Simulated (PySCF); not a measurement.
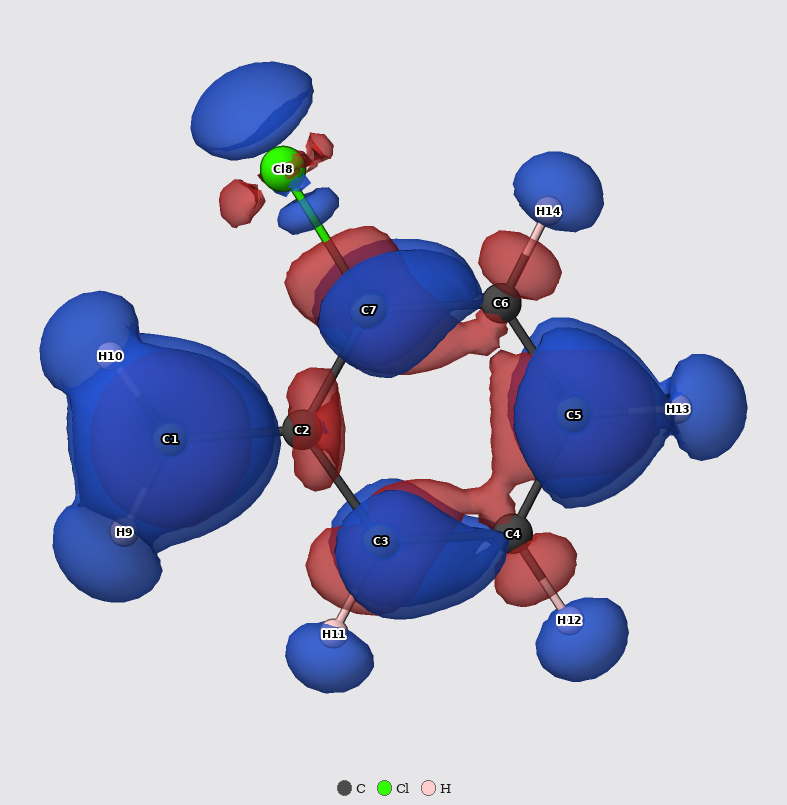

C7H6Cl, doublet, SMILES `[CH2]c1ccccc1Cl`. Fukui function f⁺ = ρ(N+1) − ρ(N) at fixed geometry, surfaces at ±0.015 e/Å³ (blue positive, red negative).

Level of theory: B3LYP/6-31G* (PySCF), at a geometry from GFN2-xTB. No frequency check shows the geometry to be a minimum. GFN2-xTB bond lengths at metals and heavier atoms can be off by up to 0.1 Å and shapes distorted, which carries into these values. GFN2-xTB doesn't know the spin state, so this open-shell geometry is rough.

Input script:

```python
import numpy as np
from pyscf import gto, scf, dft
from pyscf.scf import atom_ks, atom_hf
from scipy.linalg import block_diag

def solve(mol, dm0=None, hcore=None):
    mf = (dft.UKS if mol.spin else dft.RKS)(mol, xc='b3lyp')
    mf.grids.level = 3
    mf = mf.density_fit(auxbasis='def2-universal-jkfit')
    mf.conv_tol, mf.max_cycle = 1e-8, 80
    if hcore is not None:
        mf.get_hcore = lambda *args: hcore
    mf.kernel(dm0)
    if not mf.converged:
        mf = mf.newton().run(mf.mo_coeff, mf.mo_occ, max_cycle=30)
    assert mf.converged, 'SCF not converged'
    return mf

mol = gto.M(atom='''
C     -0.65181    -2.12983     0.00000
C      0.12409    -0.99448     0.00000
C      1.54904    -1.07584     0.00000
C      2.33787     0.04240     0.00000
C      1.76232     1.31272     0.00000
C      0.37976     1.44386     0.00000
C     -0.42227     0.32594     0.00000
Cl    -2.13351     0.53728     0.00000
H     -0.19714    -3.10346     0.00000
H     -1.72453    -2.08060     0.00000
H      1.99281    -2.06012     0.00000
H      3.41333    -0.05574     0.00000
H      2.38415     2.19384     0.00000
H     -0.07301     2.42377     0.00000
''', basis='6-31g*', charge=0, spin=1, verbose=4)
mf = solve(mol)
out = dict(e0=mf.e_tot, dm0=mf.make_rdm1(), c=mf.mo_coeff, occ=mf.mo_occ, eps=mf.mo_energy)
for name, dq, spin in [('cation', 1, 0), ('anion', -1, 0)]:
    ion = mol.copy().set(charge=mol.charge + dq, spin=spin).build()
    mi = solve(ion)
    if spin and dq > 0 and mol.nao < 130:
        c, _, stable, _ = mi.stability(return_status=True)
        if not stable:
            mi = solve(ion, mi.make_rdm1(c, mi.mo_occ))
    print(name, 'vertical energy change / eV', (mi.e_tot - mf.e_tot) * 27.211386)
    out.update({'e_' + name: mi.e_tot, 'dm_' + name: mi.make_rdm1(), 's2_' + name: mi.spin_square()[0], 'eps_' + name: mi.mo_energy, 'occ_' + name: mi.mo_occ})
# spherically averaged free atoms, for the promolecule
atm = atom_ks.get_atm_nrks(mol, xc='b3lyp')
pro = block_diag(*[(atm[a[0]][2] * atm[a[0]][3]) @ atm[a[0]][2].T for a in mol._atom])
np.savez('result.npz', pro=pro, **out)
```

Launched as:

```sh
OMP_NUM_THREADS=1 python input.py
```

The run took 110 s on 1 thread of AMD EPYC (Zen 3), with other jobs on the host, peak memory 0.66 GiB.

Partitions, critical points and surface values were worked out afterwards from this run's density.

> On which atoms does the density change most on addition of an electron?

f⁺ (Hirshfeld-condensed) is largest on C1 (0.21); the vertical electron affinity is 0.47 eV (to the singlet anion, which needn't be its lowest state; the anion's highest orbital has positive energy, so this value and f⁺ depend on the basis). Condensed values hint at sites of nucleophilic attack but needn't mark the atom that reacts. Orbital relaxation makes it negative in places (0.23 e in all).

```tsv
atom	f⁺	charge
C1	+0.21	−0.08
C2	+0.03	0.00
C3	+0.07	−0.03
C4	+0.05	−0.04
C5	+0.12	−0.04
C6	+0.04	−0.05
C7	+0.07	+0.03
Cl8	+0.10	−0.05
H9	+0.07	+0.04
H10	+0.06	+0.03
H11	+0.04	+0.04
H12	+0.04	+0.05
H13	+0.06	+0.05
H14	+0.04	+0.05
```
